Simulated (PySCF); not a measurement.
Potential energy curve for KCl, singlet.

- UCCSD = CCSD on UHF/def2-TZVP, 10 core orbitals frozen (PySCF)
- UKS-r2SCAN = unrestricted r2SCAN/def2-TZVP (PySCF)
- RHF/def2-TZVP (PySCF)
- UMP2 = MP2 on UHF/def2-TZVP, 10 core orbitals frozen (PySCF)

Energies are in kcal/mol, each relative to the lowest point of its own curve near equilibrium.

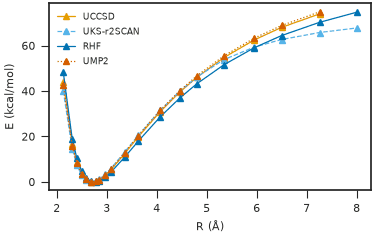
Fig. 1. Energy against bond length for each method.

```csv
R / Å,UCCSD,UKS-r2SCAN,RHF,UMP2
2.13,44.1,40.0,48.3,42.8
2.31,16.5,14.4,18.8,15.8
2.40,8.8,7.5,10.5,8.3
2.50,3.6,2.9,4.6,3.3
2.58,1.2,0.9,1.9,1.1
2.68,0.0,0.0,0.2,0.0
2.79,0.2,0.5,0.0,0.3
2.85,0.8,1.2,0.4,1.0
2.97,2.8,3.3,2.0,3.1
3.08,5.2,5.8,4.1,5.5
3.36,12.5,13.1,10.9,12.9
3.63,19.8,20.5,17.9,20.3
4.07,30.9,31.5,28.6,31.5
4.46,39.5,39.9,36.9,40.1
4.80,46.0,46.1,43.1,46.7
5.34,54.7,53.8,51.5,55.4
5.95,62.5,59.3,59.0,63.3
6.50,68.0,62.7,64.4,68.9
7.26,74.0,65.8,70.3,74.9
8.00,—,67.8,74.7,—
```

At the longest distance, 8.00 Å, RHF lies highest above its minimum (74.7 kcal/mol) and UKS-r2SCAN lowest (67.8 kcal/mol).

Dashes: no converged value, or the column stops at the first point that the program doubted or that broke a chosen test of continuity, which isn't proof of a fault.

The unrestricted determinant behind UCCSD, UMP2 is spin-contaminated at 8.00 Å (<S²> up to 1.0, against 0.00 for a pure singlet). The unrestricted determinant behind UKS-r2SCAN is spin-contaminated at 5.34 to 8.00 Å (<S²> up to 0.4, against 0.00 for a pure singlet). At the longest distance UKS-r2SCAN leaves fractional charges on the fragments, a sign of delocalisation error or of the restricted form. The restricted form behind RHF keeps the bonding electrons paired and can't separate into open-shell fragments.
